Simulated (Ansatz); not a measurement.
# C₂HF₃O₂: one species, many methods

Aim: compute C₂HF₃O₂ with functionals from several rungs and with coupled cluster, and see how far each lands from CCSD(T) at the basis-set limit for the atomisation energy.

Program: Ansatz 0.2.0, Gaussian basis. Level of theory: functionals in def2-TZVPP, the program's frozen cores in correlated methods. These are calculated values, not measurements.

The runs, in order: LDA (SPW92), PBE-D4, revPBE-D4, BLYP-D4, r2SCAN-D4, B97M-V, PBE0-D4, B3LYP-D4, r2SCANh-D4, r2SCAN0-D4, HSE06-D4, BHLYP-D4, CAM-B3LYP-D4, LC-ωPBE, ωB97X-V, ωB97M-V, B2PLYP, PBE-QIDH; CCSD(T)/def2-SVP; CCSD(T)/def2-TZVPP; MP2/def2-QZVPP; extrapolation to the limit; RPA on PBE.

## (1) The geometry

The geometry comes from an earlier relaxation with PBE0-D4 in a triple-zeta def2 set; it is a stationary point, not always the lowest conformer.

SMILES `O=COC(F)(F)F`, 8 atoms, charge 0, spin multiplicity 1.

Atoms are counted from 1 here; the program's logs count them from 0.

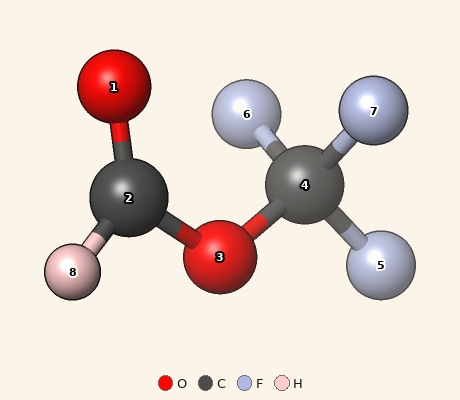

The geometry (oxygen red, carbon dark grey, fluorine light blue, hydrogen pink); atoms are numbered from 1 in the order of the file.

Coordinates:

| atom | x (Å) | y (Å) | z (Å) |
| --- | --- | --- | --- |
| O1 | 0.8830 | -0.9976 | 1.3115 |
| C2 | 0.0007 | -1.2488 | 0.5653 |
| O3 | -0.5381 | -0.3986 | -0.3618 |
| C4 | -0.0380 | 0.8783 | -0.4712 |
| F5 | -0.7294 | 1.4714 | -1.4278 |
| F6 | -0.1887 | 1.5619 | 0.6508 |
| F7 | 1.2411 | 0.8772 | -0.8071 |
| H8 | -0.5386 | -2.2008 | 0.4845 |

## (2) LDA

This LDA is Slater exchange with PW92 correlation.

The input, in.yaml:

```yaml
crystal:
  periodic: [false, false, false]
  atoms:
    - {symbol: O, position_ang: [0.883038, -0.997584, 1.311479]}
    - {symbol: C, position_ang: [0.000714, -1.248825, 0.565324]}
    - {symbol: O, position_ang: [-0.538096, -0.398617, -0.361841]}
    - {symbol: C, position_ang: [-0.037979, 0.878257, -0.471195]}
    - {symbol: F, position_ang: [-0.729375, 1.471363, -1.427821]}
    - {symbol: F, position_ang: [-0.188702, 1.561890, 0.650810]}
    - {symbol: F, position_ang: [1.241120, 0.877186, -0.807085]}
    - {symbol: H, position_ang: [-0.538620, -2.200771, 0.484530]}
basis:
  gaussian: {orbitals: def2-TZVPP}
hamiltonian: {xc: lda}
output: {orbitals: {seedname: orbitals}}
```

Started as:

```console
$ ansatz run in.yaml --threads 4 --pin off --events-out ev --progress --plain --max-ram 10444MiB
```

The runs that follow: PBE-D4 (GGA); revPBE-D4 (GGA); BLYP-D4 (GGA); r2SCAN-D4 (meta-GGA); B97M-V (meta-GGA); PBE0-D4 (hybrid); B3LYP-D4 (hybrid); r2SCANh-D4 (hybrid); r2SCAN0-D4 (hybrid); HSE06-D4 (hybrid); BHLYP-D4 (hybrid); CAM-B3LYP-D4 (range-separated); LC-ωPBE (range-separated); ωB97X-V (range-separated); ωB97M-V (range-separated); B2PLYP (double hybrid); PBE-QIDH (double hybrid); CCSD(T) in def2-SVP; CCSD(T) in def2-TZVPP; MP2 in def2-QZVPP; RPA on PBE orbitals.

Q: Predict the results of all the runs planned. Wanted: atomisation energy, CCSD(T)/CBS; farthest beyond LDA; mean size of error, GGA; mean size of error, meta-GGA; mean size of error, hybrid; mean size of error, range-separated; mean size of error, double hybrid; gap, smallest and largest; T1 diagnostic.

As calculated:

| quantity | value |
| --- | --- |
| atomisation energy, CCSD(T)/CBS | 35.964 eV |
| functionals within 0.180 eV (0.5 %) | B97M-V, r2SCANh-D4 |
| farthest beyond LDA | BHLYP-D4 (-2.567 eV) |
| mean size of error, GGA | 1.019 eV |
| mean size of error, meta-GGA | 0.269 eV |
| mean size of error, hybrid | 0.772 eV |
| mean size of error, range-separated | 0.305 eV |
| mean size of error, double hybrid | 0.300 eV |
| gap, smallest and largest | 5.28 eV (LDA (SPW92)), 13.66 eV (LC-ωPBE) |
| T1 diagnostic | 0.0138 |
| triples share of the correlation energy | 3.5 % |

In words: The LDA atomisation energy is off by 8.551 eV (24 %): it overbinds. PBE-D4 is off by +2.120 eV. Double hybrids carry the basis error of their MP2 part in triple zeta, and no dispersion term here, so their miss is partly the set-up's. By mean error the best rung here is meta-GGA (0.269 eV) and the worst beyond LDA is GGA (1.019 eV). The gap between the best rungs is small, so their order is not settled. The reference freezes the cores and leaves out relativity and excitations past (T), so misses under about 0.180 eV can't be ranked. Hartree-Fock recovers 65 % of the binding; the rest is correlation. CCSD(T) in def2-SVP is off by -1.688 eV, worse than the median functional, from the basis alone. The gap grows from 5.3 to 13.7 eV across the functionals, mostly with the share of exact exchange.
